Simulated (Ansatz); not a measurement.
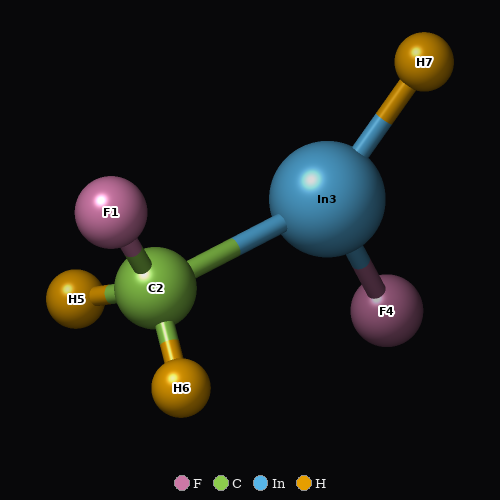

The system is CH3F2In, SMILES F[CH2][InH][F]; the picture shows the reference structure. First axis: umbrella angle at In3 (between each of its bonds and their common axis; 90 is planar). Second axis: change of the bonds In3–C2, In3–F4, In3–H7, all alike. Nothing is relaxed (all other coordinates rigid). The scan uses a 15 × 15 grid. Points are written as (first, second). All energies are given in kcal/mol relative to the lowest grid point. Computed with RKS CAM-B3LYP-D4/def2-SVP in Ansatz 0.2.0.

Its coordinates:

```xyz
7

F     0.6901    1.7372    0.8259
C    -0.2932    0.8046    0.5774
In    0.4619   -0.8226   -0.6418
F    -0.9764   -2.1253   -0.9694
H    -1.1385    1.2897    0.0620
H    -0.6707    0.4046    1.5330
H     1.9268   -1.2882   -1.3870
```

Range: umbrella angle at In3 (between each of its bonds and their common axis; 90 is planar) from 66.0 to 114.0°; change of the bonds In3–C2, In3–F4, In3–H7, all alike from −0.214 to 0.331 Å.

Q: What landscape does the calculation give?

A: The lowest grid point is at (90.0°, 0.019 Å). No other kind of well shows on this grid. The highest grid point, (66.0°, −0.214 Å), lies 64.2 kcal/mol above the lowest. Round the minimum the two coordinates are nearly uncoupled.

| second ↓, first → | 66.0 | 69.4 | 72.9 | 76.3 | 79.7 | 83.1 | 86.6 | 90.0 | 93.4 | 96.9 | 100.3 | 103.7 | 107.1 | 110.6 | 114.0 |
| --- | --- | --- | --- | --- | --- | --- | --- | --- | --- | --- | --- | --- | --- | --- | --- |
| 0.331 | 53.8 | 49.6 | 45.9 | 42.9 | 40.6 | 39.0 | 37.9 | 37.6 | 37.9 | 39.0 | 40.6 | 42.9 | 45.9 | 49.6 | 53.8 |
| 0.292 | 47.7 | 43.3 | 39.4 | 36.3 | 33.9 | 32.2 | 31.1 | 30.8 | 31.1 | 32.2 | 33.9 | 36.3 | 39.4 | 43.3 | 47.7 |
| 0.253 | 41.9 | 37.3 | 33.3 | 30.1 | 27.6 | 25.8 | 24.7 | 24.3 | 24.7 | 25.8 | 27.6 | 30.1 | 33.3 | 37.3 | 41.9 |
| 0.214 | 36.7 | 31.9 | 27.7 | 24.3 | 21.7 | 19.9 | 18.7 | 18.3 | 18.7 | 19.9 | 21.7 | 24.3 | 27.7 | 31.9 | 36.7 |
| 0.175 | 32.0 | 27.0 | 22.6 | 19.2 | 16.4 | 14.5 | 13.3 | 12.9 | 13.3 | 14.5 | 16.4 | 19.2 | 22.6 | 27.0 | 32.0 |
| 0.136 | 28.0 | 22.9 | 18.3 | 14.7 | 11.9 | 9.8 | 8.6 | 8.2 | 8.6 | 9.8 | 11.9 | 14.7 | 18.3 | 22.9 | 28.0 |
| 0.097 | 25.0 | 19.6 | 14.9 | 11.1 | 8.2 | 6.0 | 4.7 | 4.3 | 4.7 | 6.0 | 8.2 | 11.1 | 14.9 | 19.6 | 25.0 |
| 0.058 | 23.0 | 17.4 | 12.5 | 8.6 | 5.5 | 3.3 | 1.9 | 1.5 | 1.9 | 3.3 | 5.5 | 8.6 | 12.5 | 17.4 | 23.0 |
| 0.019 | 22.4 | 16.6 | 11.4 | 7.4 | 4.2 | 1.9 | 0.5 | 0.0 | 0.5 | 1.9 | 4.2 | 7.4 | 11.4 | 16.6 | 22.4 |
| −0.019 | 23.3 | 17.2 | 11.9 | 7.7 | 4.4 | 2.0 | 0.5 | 0.0 | 0.5 | 2.0 | 4.4 | 7.7 | 11.9 | 17.2 | 23.3 |
| −0.058 | 26.1 | 19.8 | 14.2 | 9.8 | 6.4 | 3.9 | 2.3 | 1.8 | 2.3 | 3.9 | 6.4 | 9.8 | 14.2 | 19.8 | 26.1 |
| −0.097 | 31.1 | 24.5 | 18.8 | 14.2 | 10.6 | 8.0 | 6.4 | 5.9 | 6.4 | 8.0 | 10.6 | 14.2 | 18.8 | 24.5 | 31.1 |
| −0.136 | 38.8 | 31.9 | 25.9 | 21.1 | 17.4 | 14.7 | 13.0 | 12.5 | 13.0 | 14.7 | 17.4 | 21.1 | 25.9 | 31.9 | 38.8 |
| −0.175 | 49.7 | 42.4 | 36.2 | 31.2 | 27.2 | 24.4 | 22.7 | 22.1 | 22.7 | 24.4 | 27.2 | 31.2 | 36.2 | 42.4 | 49.7 |
| −0.214 | 64.2 | 56.6 | 50.1 | 44.9 | 40.8 | 37.8 | 36.0 | 35.4 | 36.0 | 37.8 | 40.8 | 44.9 | 50.1 | 56.6 | 64.2 |

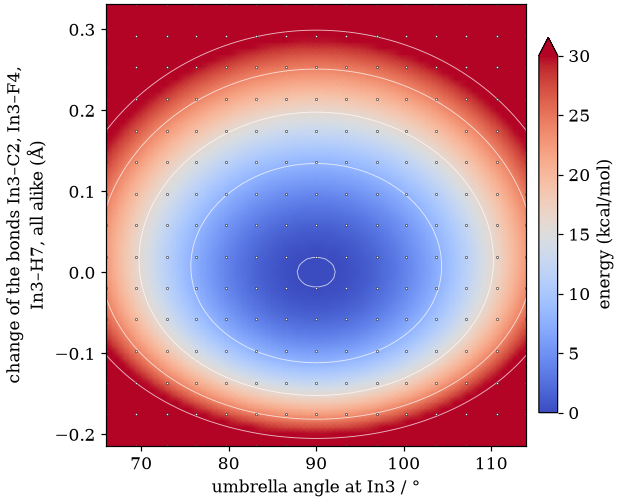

In the figure: a smooth colour map with a few white contour lines, dots at the grid points, one colour for all values above the top of the scale. Between grid points the surface is interpolated.

Each point was launched as `ansatz run input.yaml --threads 1 --pin off --max-ram 2560MiB --backend cpu --events-out ev --progress --plain --runs-dir out`. Time for the 225 points that were run: 8.8 min on 1 thread of Intel(R) Xeon(R) Gold 6455B (Sapphire Rapids), with other jobs on the host.
